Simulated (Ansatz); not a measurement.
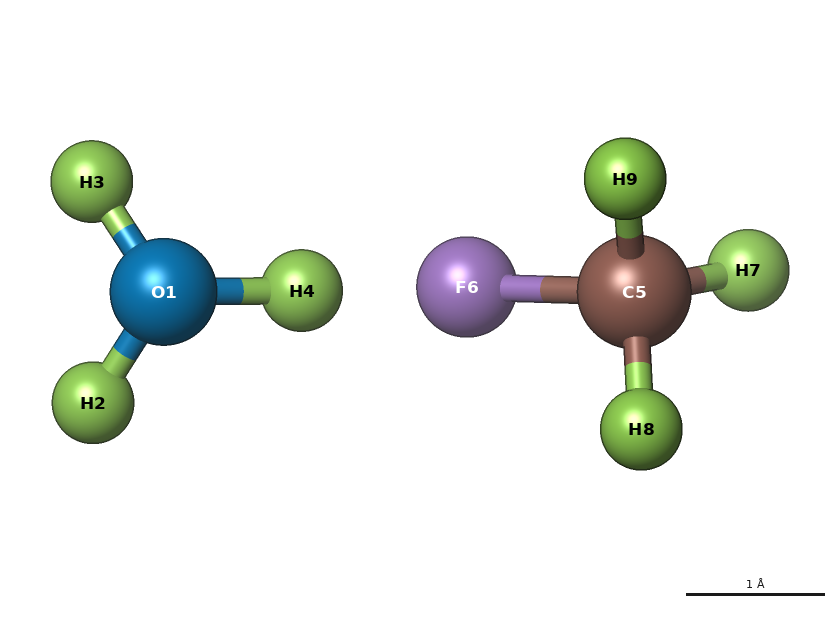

The species has charge +1 and is a spin singlet. The computed structure is the end point of a PBE-D4/def2-SVP optimisation. No frequency run is at hand to confirm it as a minimum.

Find the hydrogen bonds (donors O, N, F, S or Cl) and give their geometry.

| D–H···A | D–H (Å) | H···A (Å) | angle (°) | kind |
| --- | --- | --- | --- | --- |
| O1–H4···F6 | 1.09 | 1.32 | 179 | intermolecular |
